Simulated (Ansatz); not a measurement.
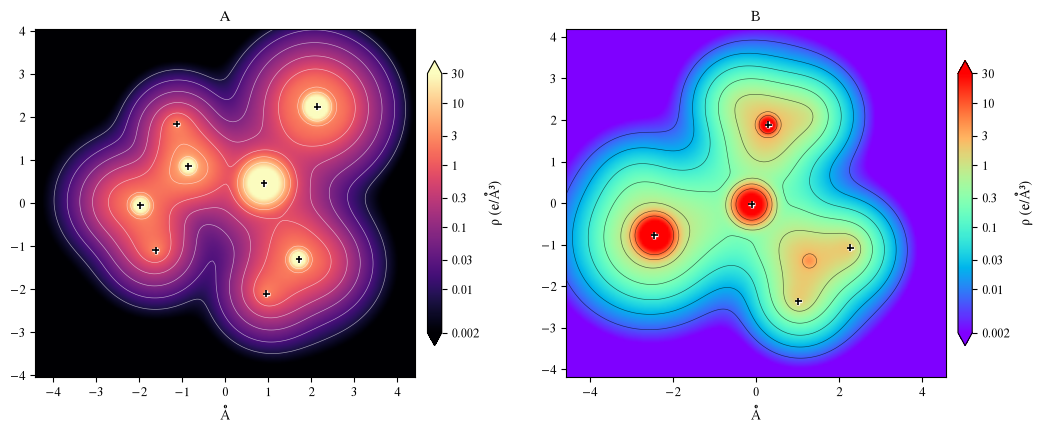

The electron density of 2 systems, each on a plane through atoms (crosses mark nuclei in the plane).

Computed with RKS PBE0-D4/def2-SVP in Ansatz.

System 1: C$_{2}$H$_{7}$ClGaN, the plane of atoms Ga1, N2 and H7. 

```xyz
12

Ga   -0.3181    0.1779    1.0616
N     0.4888   -1.1980    0.2119
C     0.8470   -1.2893   -1.1802
C    -0.8987    1.8672    0.2884
H    -0.5996    1.9554   -0.7663
Cl   -0.6239   -0.2349    3.1659
H     0.7281   -2.0196    0.7562
H     1.9335   -1.4275   -1.3345
H     0.3348   -2.1196   -1.7018
H     0.5683   -0.3646   -1.7098
H    -1.9949    1.9474    0.3538
H    -0.4653    2.7056    0.8548
```

System 2: C$_{2}$H$_{8}$AlAs···H$_{2}$, the plane of atoms C4, Al1 and As6. 

```yaml
atoms:
  - { symbol: Al, position_ang: [0.0971, -0.0895, -0.0295] }
  - { symbol: H, position_ang: [-1.6605, 1.1849, -0.8950] }
  - { symbol: C, position_ang: [1.0763, 1.5657, 0.3576] }
  - { symbol: C, position_ang: [-1.2142, -0.8470, 1.2171] }
  - { symbol: H, position_ang: [-1.4035, 0.8456, -1.5331] }
  - { symbol: As, position_ang: [0.7551, -1.3812, -2.0112] }
  - { symbol: H, position_ang: [1.4068, 2.0865, -0.5567] }
  - { symbol: H, position_ang: [1.9906, 1.3308, 0.9325] }
  - { symbol: H, position_ang: [0.4919, 2.2770, 0.9651] }
  - { symbol: H, position_ang: [-1.7457, -0.0771, 1.8005] }
  - { symbol: H, position_ang: [-0.6943, -1.4952, 1.9450] }
  - { symbol: H, position_ang: [-1.9652, -1.4784, 0.7152] }
  - { symbol: H, position_ang: [0.6345, -2.6994, -1.2526] }
  - { symbol: H, position_ang: [2.2310, -1.2225, -1.6548] }
```

Match each panel to its system.

Panel A is system 1, C$_{2}$H$_{7}$ClGaN: the plane holds Ga, N, C, H and Cl. C–N (1.44 Å): the density is about 1.9 e/Å³ at the midpoint. Panel B is system 2, C$_{2}$H$_{8}$AlAs···H$_{2}$: the plane holds Al, C, As and H. C–Al (1.96 Å): the density is about 0.71 e/Å³ at the midpoint.
